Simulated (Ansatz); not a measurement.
## Electronic structure of H₁₀NOSi₃···H₃Si in real space

The calculation's input:

```
crystal:
  periodic: [false, false, false]
  atoms:
    - {symbol: Si, position_ang: [-0.262058, 0.056593, -0.554742]}
    - {symbol: Si, position_ang: [0.970643, -1.884599, 1.485703]}
    - {symbol: Si, position_ang: [-0.984051, 1.587516, -2.203261]}
    - {symbol: Si, position_ang: [-1.371342, 0.455305, 1.444387]}
    - {symbol: O, position_ang: [-0.243066, -1.340485, -1.414696]}
    - {symbol: H, position_ang: [1.780818, 0.216101, 0.527141]}
    - {symbol: N, position_ang: [1.509419, 0.736019, -0.337928]}
    - {symbol: H, position_ang: [0.336336, -3.077967, 0.791381]}
    - {symbol: H, position_ang: [2.402824, -2.356025, 1.561431]}
    - {symbol: H, position_ang: [0.480873, -2.054642, 2.893629]}
    - {symbol: H, position_ang: [-0.240667, 1.507060, -3.493791]}
    - {symbol: H, position_ang: [-0.791501, 2.971793, -1.670589]}
    - {symbol: H, position_ang: [-2.434288, 1.402122, -2.473018]}
    - {symbol: H, position_ang: [-0.381711, 1.142437, 2.319712]}
    - {symbol: H, position_ang: [-1.869672, -0.798524, 2.057913]}
    - {symbol: H, position_ang: [-2.538897, 1.379039, 1.270931]}
    - {symbol: H, position_ang: [-0.058705, -2.112533, -0.856261]}
    - {symbol: H, position_ang: [2.110651, 0.422410, -1.096483]}
    - {symbol: H, position_ang: [1.584495, 1.748379, -0.251660]}
basis:
  gaussian: {orbitals: def2-TZVPP}
hamiltonian: {xc: pbe0, dispersion: d4}
output: {orbitals: {seedname: orbitals}}
```

Run with:

```sh
ansatz run in.yaml --threads 4 --pin off --events-out ev --progress --plain --max-ram 41984MiB --backend cuda --devices 0, --max-vram 37GiB
```

A transition-state structure; geometry: PBE0-D4/def2-TZVP.

These are results of Ansatz, RKS PBE0-D4/def2-TZVPP, not measurements.

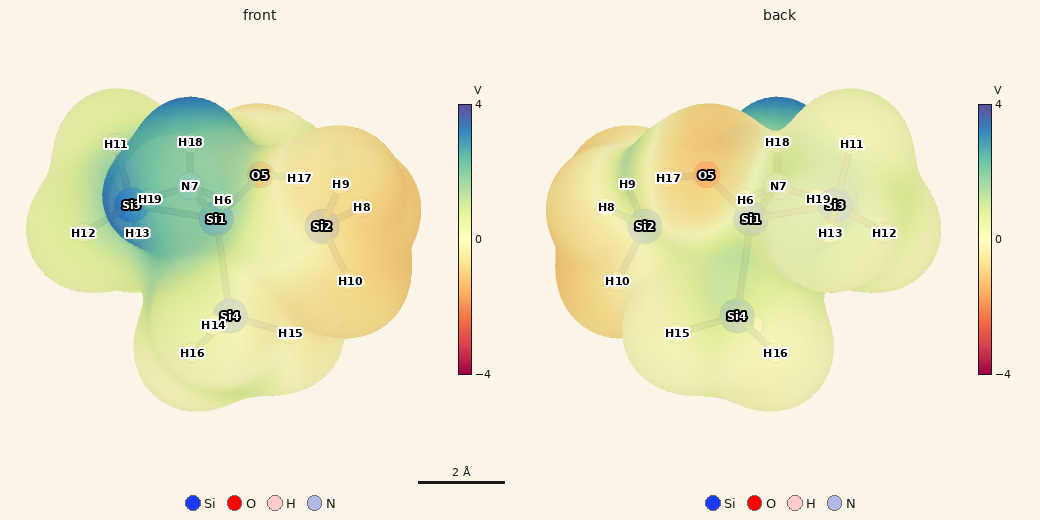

Figure 1. The electrostatic potential painted on the density surface at 0.002 e/bohr³, seen from the front and from behind; the colour scale runs from red (negative) to blue (positive).

Q: Describe the electrostatic potential map.

A: The most negative region (about −1.1 V) lies over O5, H9 and H10, the most positive (about +3.3 V) over H18 and H19.

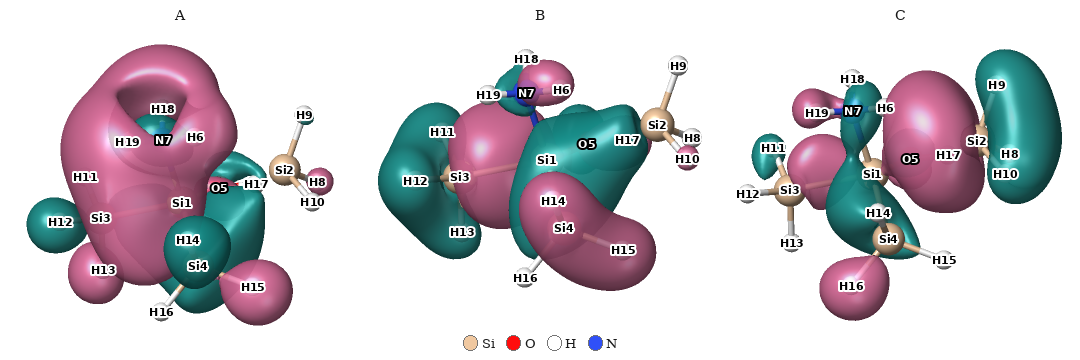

Figure 2. Three frontier orbitals at ±0.06 Å⁻³ᐟ² (teal and pink are the two phases), in no order.

Q: Which picture is the HOMO−1, the HOMO and the LUMO?

A: B is the HOMO−1 (−7.85 eV). It lies mainly on Si1 (about 30 %), Si3 (about 25 %) and Si4 (about 15 %). C is the HOMO (−5.35 eV). Its weight (Hirshfeld) is mainly on Si2 (about 50 %), Si1 (about 10 %) and Si4 (about 10 %). A is the LUMO (−0.95 eV). It lies mainly on Si1 (about 25 %), Si4 (about 15 %), Si3 (about 10 %), N7 (about 10 %), H19 (about 10 %) and H18 (about 10 %).

Q: What is the HOMO–LUMO gap?

A: 4.40 eV between the orbital energies.
